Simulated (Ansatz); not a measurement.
SiS₂ (SiS2 type, space group Ibam)

```cif
data_S8Si4
_chemical_formula_sum 'S8 Si4'
_space_group_name_H-M_alt 'Ibam'
_space_group_IT_number 72
_space_group_name_Hall '-I 2 2c'
_cell_length_a 5.80226
_cell_length_b 9.89596
_cell_length_c 5.54516
_cell_angle_alpha 90.000
_cell_angle_beta 90.000
_cell_angle_gamma 90.000
loop_
_atom_site_label
_atom_site_type_symbol
_atom_site_symmetry_multiplicity
_atom_site_Wyckoff_symbol
_atom_site_fract_x
_atom_site_fract_y
_atom_site_fract_z
_atom_site_occupancy
S1 S 8 j 0.19969 0.11476 0.00000 1
Si1 Si 4 a 0.00000 0.00000 0.25000 1
```
(The calculation used a cell of 6 atoms; values per cell refer to that cell.)

This relaxed cell (volume V₀) is scaled evenly in all directions, its shape held. The atoms relax within the cell's symmetry.

These are r2SCAN (plane waves to 500 eV, PAW, scalar-relativistic; Ansatz, an electronic-structure program) values and carry that method's errors. k mesh 9×9×9 (Γ-centred), Fermi-Dirac smearing 0.05 eV. The energy includes the smearing's −TS. With the shape held, the modulus is that of even scaling; a crystal free to change shape is softer. SiS2 was relaxed with its symmetry unable to fall. The zero of ΔE is the relaxed starting cell.

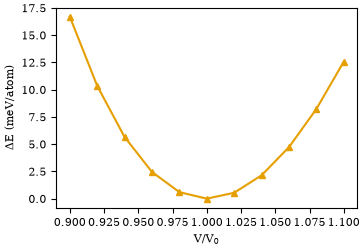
Figure. ΔE (meV/atom) against V/V₀; markers are the computed points, lines only join them.

### Question
What is ΔE at V/V₀ = 1.100?

### Answer
About 13 meV/atom.

### Question
What is ΔE at V/V₀ = 0.900?

### Answer
About 17 meV/atom.

### Question
What bulk modulus at fixed cell shape B₀ follows from a third-order Birch-Murnaghan fit?

### Answer
About 17 GPa.

(A scan under strain: stresses follow from slopes of the energy per volume, elastic moduli from its curvatures.)
